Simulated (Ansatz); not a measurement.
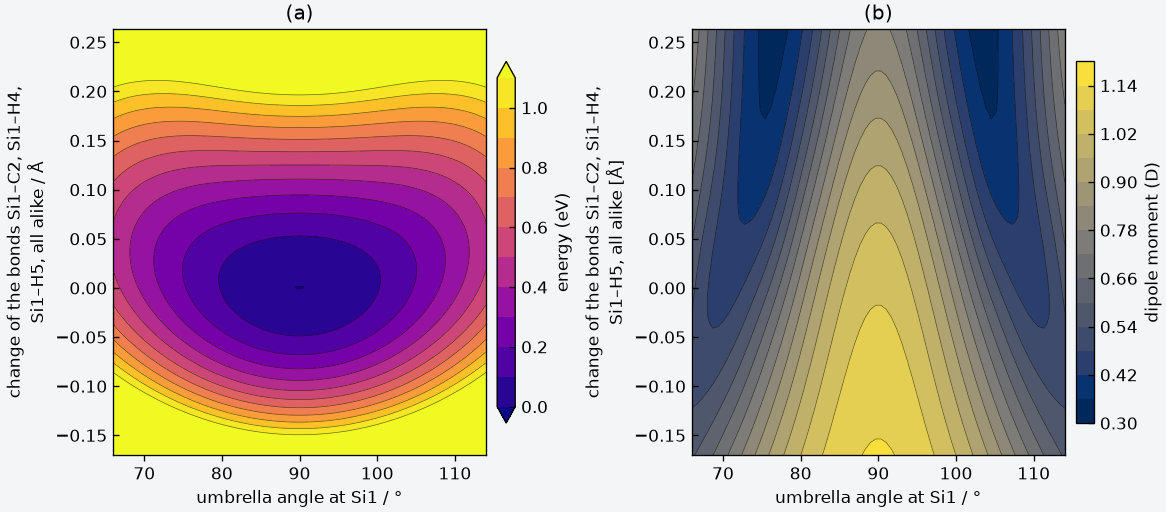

CH₂BrSi, SMILES [SiH2]=[C]Br, spin multiplicity 2. Coordinates scanned: (1) umbrella angle at Si1 (between each of its bonds and their common axis; 90 is planar); (2) change of the bonds Si1–C2, Si1–H4, Si1–H5, all alike. Nothing is relaxed (all other coordinates rigid). Grid: 11 × 11 points; 66 points were computed and 55 follow by symmetry. Points are written as (first, second). Energies are in eV, from the lowest grid point. In part of the range the unrestricted reference is strongly spin-contaminated. These are results of UKS CAM-B3LYP-D4/def2-SVP in Ansatz, not measurements.

Panel (a) is the energy; panel (b) is the computed dipole moment, in D.

The picture shows filled contours, one colour for all values above the top of the scale. Between grid points the surface is interpolated.

How does the dipole moment vary over the map, and what is it at the lowest grid point?

Leaving out the highest fifth of the energies, it runs from 0.35 D at (75.6°, 0.220 Å) to 1.13 D at (90.0°, −0.127 Å). At the lowest grid point, (90.0°, 0.003 Å), it is 1.07 D.
